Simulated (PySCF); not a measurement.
Br4Ti, SMILES `Br[Ti](Br)(Br)Br`.

Level of theory: PBE0/def2-SVP (PySCF), at a geometry from GFN2-xTB. This is a single-reference result, which may miss multireference character in this system. No frequency check shows the geometry to be a minimum. A basis without diffuse functions makes polarisabilities too small. GFN2-xTB bond lengths at metals and heavier atoms can be off by up to 0.1 Å and shapes distorted, which carries into these values.

Coordinates in Å:

```
Br1     -1.3526    1.8713   -0.3958
Ti2     -0.0002    0.0000   -0.0000
Br3     -1.3526   -1.8714    0.3958
Br4      1.3527    0.3958    1.8713
Br5      1.3526   -0.3959   -1.8713
```

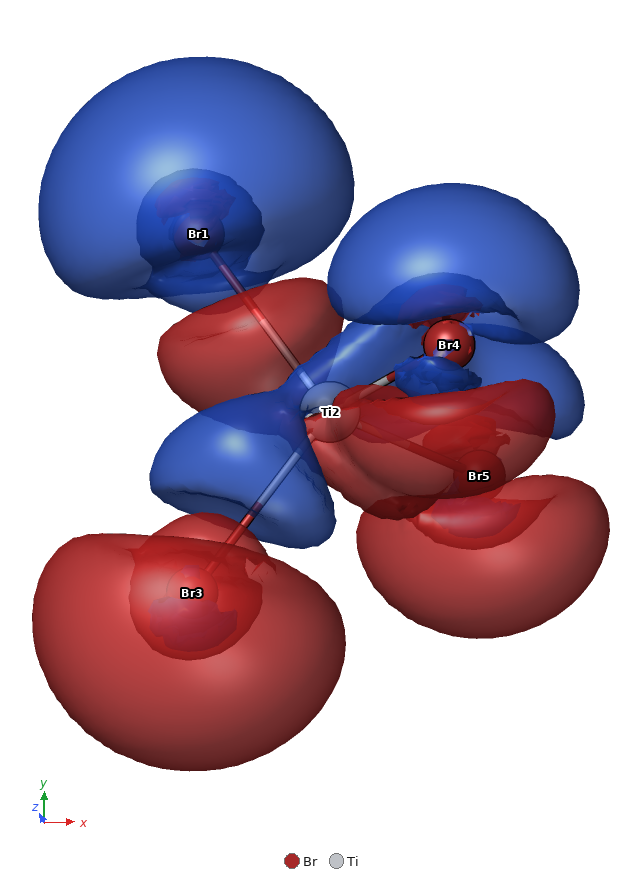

Change of the electron density in a uniform field of 0.41 V/Å, surfaces at ±0.002 e/Å³ (red: gain, blue: loss).

**Along which Cartesian direction does the field point?**

Along +y: electrons gather on the −y side, against the field.

**How large is the response?**

The induced dipole is 2.13 D (along the field); α along this axis, from the fields in both directions, is 105 bohr³ (15.5 Å³).

**Which atoms gain and lose the most charge?**

Electrons gather most on Br3 (Hirshfeld charge changes by −0.064 e) and leave Br1 most (+0.066 e); 0.149 electrons are displaced in all.

The PySCF run took 65 s on 1 thread of Intel(R) Xeon(R) Platinum 8259CL CPU @ 2.50GHz (Skylake/Cascade Lake), with other jobs on the host, peak memory 0.97 GiB.
